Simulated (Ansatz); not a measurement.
# SiClOF2 (SMILES [O][Si](F)(F)Cl) at UMP2/def2-SVP

Aim: the vertical doublet–quartet gap of SiClOF2 at UMP2/def2-SVP, from 2 runs. 

Program for the calculation: Ansatz 0.2.0.

70 further runs of the same task are left out: 2 that didn't finish, 68 set aside as unsound or not needed. Runs told in other sessions of the task aren't counted.

### Step 1. The molecule

SiClOF2: 5 atoms, total charge 0, spin state doublet. SMILES: `[O][Si](F)(F)Cl`. Geometry: relaxed at PBE0-D4/def2-TZVP.

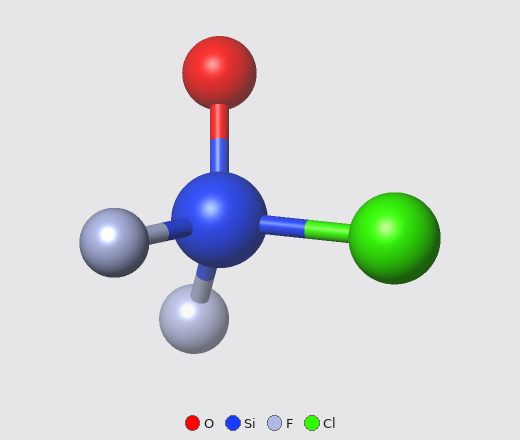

The structure, seen from a chosen angle (oxygen red, silicon blue, fluorine light blue, chlorine green).

### Step 2. The energy at UMP2/def2-SVP

File input.yaml:

```yaml
crystal:
  periodic: [false, false, false]
  atoms:
    - symbol: O
      position_ang: [-0.173100, 0.048700, 1.622400]
    - symbol: Si
      position_ang: [0.071000, -0.092200, 0.005600]
    - symbol: F
      position_ang: [-0.374600, -1.493300, -0.542700]
    - symbol: F
      position_ang: [1.581700, 0.074400, -0.383900]
    - symbol: Cl
      position_ang: [-1.055100, 1.388700, -0.742800]
basis:
  gaussian:
    orbitals: def2-SVP
magnetization:
  spin_polarized: true
  initial_magnetization: 1
correlation:
  method: mp2
  frozen_orbitals: {Cl: 5, F: 1, O: 1, Si: 5}
accuracy: high
```

Command:

```sh
$ ansatz run input.yaml --threads 1 --pin off --max-ram 2610MiB --events-out events.jsonl --progress --plain --runs-dir runs
```

Output:

```text
Warning: RAYON_NUM_THREADS=1 ignored (pool sized by the plan → 1); use --threads N
Functional definition: HF
  name "HF"
  exchange = exact_x
  correlation = 0
1499 factors; integrals over basis functions are off by at most 3.7e-9 eV
mean field evaluation 1: about -27798.4447 eV, gradient 3.5e1 eV
mean field evaluation 2: about -27798.5157 eV, gradient 3.5e1 eV
mean field evaluation 4: about -27805.7270 eV, gradient 6.6e0 eV
mean field evaluation 8: about -27806.6802 eV, gradient 9.1e-1 eV
mean field evaluation 16: about -27806.7276 eV, gradient 4.4e-4 eV
mean field evaluation 32: about -27806.6625 eV, gradient 2.0e-1 eV
mean field evaluation 64: about -27806.5803 eV, gradient 2.0e-1 eV
mean field evaluation 96: about -27806.7276 eV, gradient 5.7e-5 eV
mean field -27806.72755382 eV, -1021.8783895261 hartree, gradient 7.5e-8 eV, S^2 0.755029; 6 other end points of the search recorded, 0 dependent functions left out
13 core orbitals not correlated: weight in the atoms' cores, before any rotation towards them, 1.000 or more for the frozen orbitals, at most 0.000 for the correlated occupied ones
reference -27806.72755382 eV, -1021.8783895261 hartree; 16, 15 occupied and 49, 50 virtual orbitals, 1499 factors
second order -19.65378377 eV of doubles, -0.00000000 eV of singles
Total energy: -27826.38133760 eV, -1022.6006527579 hartree
```

Run time: 12 s. Hardware: 1 thread of Intel Xeon Platinum 8259CL at 2.50GHz (Skylake/Cascade Lake), shared host; peak memory 0.35 GiB.

### Step 3. The quartet, same level

File run.yaml:

```yaml
crystal:
  periodic: [false, false, false]
  atoms:
    - {symbol: O, position_ang: [-0.173100, 0.048700, 1.622400]}
    - {symbol: Si, position_ang: [0.071000, -0.092200, 0.005600]}
    - {symbol: F, position_ang: [-0.374600, -1.493300, -0.542700]}
    - {symbol: F, position_ang: [1.581700, 0.074400, -0.383900]}
    - {symbol: Cl, position_ang: [-1.055100, 1.388700, -0.742800]}
basis:
  gaussian: {orbitals: def2-SVP}
accuracy: high
correlation: {method: mp2, frozen_orbitals: {Cl: 5, F: 1, O: 1, Si: 5}}
magnetization: {spin_polarized: true, initial_magnetization: 3}
```

Command:

```sh
$ ansatz run run.yaml --threads 1 --pin off --max-ram 2610MiB --events-out events.jsonl --progress --plain --runs-dir runs
```

Output:

```text
Warning: RAYON_NUM_THREADS=1 ignored (pool sized by the plan → 1); use --threads N
[... 4 set-up lines as earlier in the session ...]
1500 factors; integrals over basis functions are off by at most 3.6e-9 eV
mean field evaluation 1: about -27785.2459 eV, gradient 3.9e1 eV
mean field evaluation 2: about -27785.3495 eV, gradient 3.9e1 eV
mean field evaluation 4: about -27794.8306 eV, gradient 1.1e1 eV
mean field evaluation 8: about -27796.9319 eV, gradient 2.1e0 eV
mean field evaluation 16: about -27797.3336 eV, gradient 2.7e-1 eV
mean field evaluation 32: about -27791.9619 eV, gradient 2.3e1 eV
mean field evaluation 64: about -27794.8902 eV, gradient 2.4e0 eV
mean field evaluation 96: about -27797.2412 eV, gradient 7.2e-2 eV
mean field evaluation 128: about -27796.6292 eV, gradient 4.6e0 eV
mean field evaluation 160: about -27797.0938 eV, gradient 6.7e-2 eV
mean field evaluation 192: about -27797.0232 eV, gradient 1.1e0 eV
mean field -27797.34067154 eV, -1021.5334279649 hartree, gradient 2.5e-8 eV, S^2 3.762292; 8 other end points of the search recorded, 0 dependent functions left out
13 core orbitals not correlated: weight in the atoms' cores, before any rotation towards them, 1.000 or more for the frozen orbitals, at most 0.000 for the correlated occupied ones
reference -27797.34067154 eV, -1021.5334279649 hartree; 17, 14 occupied and 48, 51 virtual orbitals, 1500 factors
second order -19.08474731 eV of doubles, -0.00000000 eV of singles
Total energy: -27816.42541885 eV, -1022.2347794924 hartree
```

It took 20 s on 1 thread of Intel Xeon Platinum 8259CL at 2.50GHz (Skylake/Cascade Lake), shared host; peak memory 0.4 GiB.

### Step 4. What came out

At UMP2/def2-SVP, 13 core orbitals frozen:

| quantity | value |
| --- | --- |
| doublet: total energy | -1022.60065 Eh |
| doublet: correlation energy (13 core orbitals frozen) | -722.3 mEh |
| doublet: ⟨S²⟩ of the reference determinant | 0.755 |
| quartet: total energy | -1022.23478 Eh |
| quartet: correlation energy (13 core orbitals frozen) | -701.4 mEh |
| quartet: ⟨S²⟩ of the reference determinant | 3.762 |
| vertical energy of the quartet above the doublet | 9.956 eV |

**Reading.** At this shape the quartet lies 9.96 eV (961 kJ/mol) above the doublet.
